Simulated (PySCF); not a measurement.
**C₆H₄F₃O (SMILES C/C(OC(F)(F)F)=C1[C]=C\1) (doublet): density, localisation and related maps**

```yaml
atoms:
  - { symbol: C, position_ang: [0.0830, 1.8897, -0.9618] }
  - { symbol: C, position_ang: [0.0462, 0.5765, -0.2693] }
  - { symbol: O, position_ang: [-1.2474, 0.0010, -0.3136] }
  - { symbol: C, position_ang: [-1.4614, -1.1574, 0.2749] }
  - { symbol: F, position_ang: [-2.7430, -1.4782, 0.1503] }
  - { symbol: F, position_ang: [-1.1800, -1.1682, 1.5895] }
  - { symbol: F, position_ang: [-0.7541, -2.1757, -0.2490] }
  - { symbol: C, position_ang: [1.0933, 0.0040, 0.3478] }
  - { symbol: C, position_ang: [2.3928, 0.1190, 0.9939] }
  - { symbol: C, position_ang: [1.8034, -1.1053, 0.8471] }
  - { symbol: H, position_ang: [1.0719, 2.3248, -0.8622] }
  - { symbol: H, position_ang: [-0.6596, 2.5570, -0.5243] }
  - { symbol: H, position_ang: [-0.1651, 1.7712, -2.0166] }
  - { symbol: H, position_ang: [1.7194, -2.1586, 0.9710] }
```

Geometry: GFN2-xTB.

Theory: UKS B3LYP, pcH-1 on C F H O, non-relativistic, mean-field spin-orbit, GIAO (PySCF).

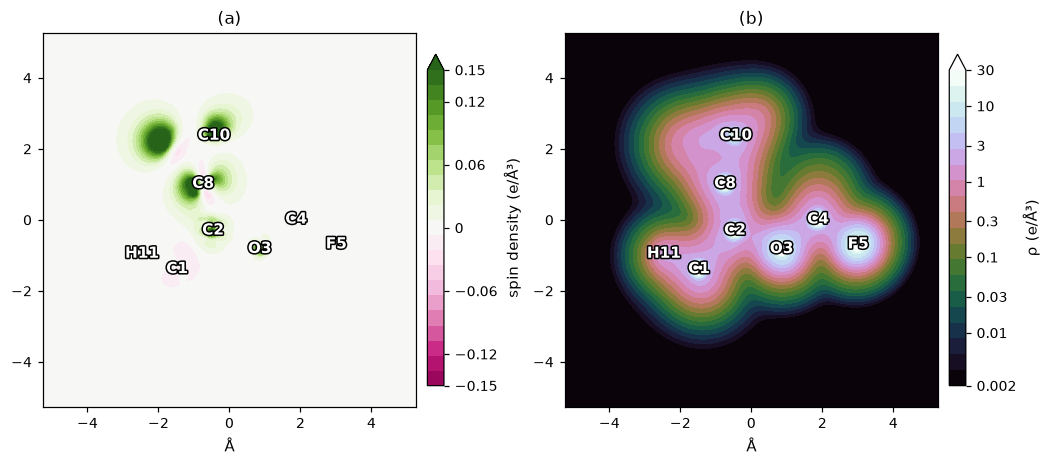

Figure 1. (a) spin density; (b) electron density on the plane of atoms O3, C4 and F5.

**What does the map show?**

The plane passes through C, O, F and H nuclei.
C–O (1.32 Å): ρ at the midpoint is about 2.6 e/Å³.
C–F (1.33 Å): the density is about 2.5 e/Å³ at the midpoint.
C–C (1.34 Å): ρ is about 2.2 e/Å³ halfway.
C–H (1.09 Å): ρ is about 2 e/Å³ halfway.
C–C (1.41 Å): ρ is about 1.9 e/Å³ halfway.
The unpaired spin (1 electron) lies mostly on C2 (about 0.3), C9 (about 0.2), C10 (about 0.2), C8 (about 0.1) and O3 (about 0.1), in electrons by Hirshfeld's partition.

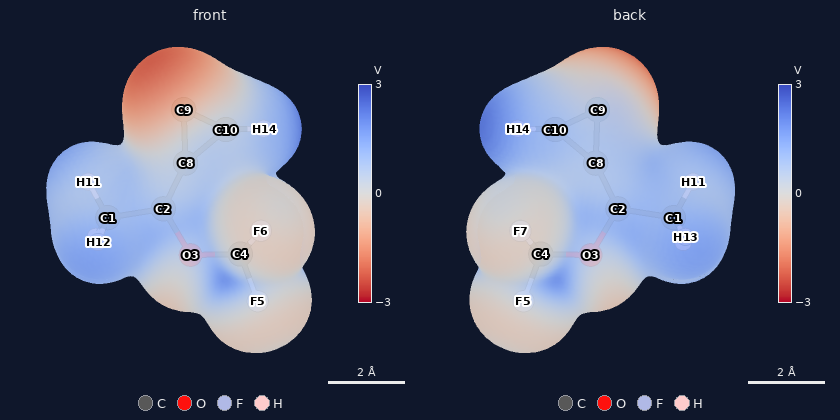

Figure 2. The electrostatic potential painted on the density surface at 0.004 e/bohr³, seen from the front and from behind; red is negative and blue positive.

**Which sites attract a positive test charge, and which a negative one?**

A positive charge is drawn to the negative regions and a negative charge to the positive ones. The most negative region (about −2.2 V) lies over C9, the most positive (about +2.2 V) over H14.
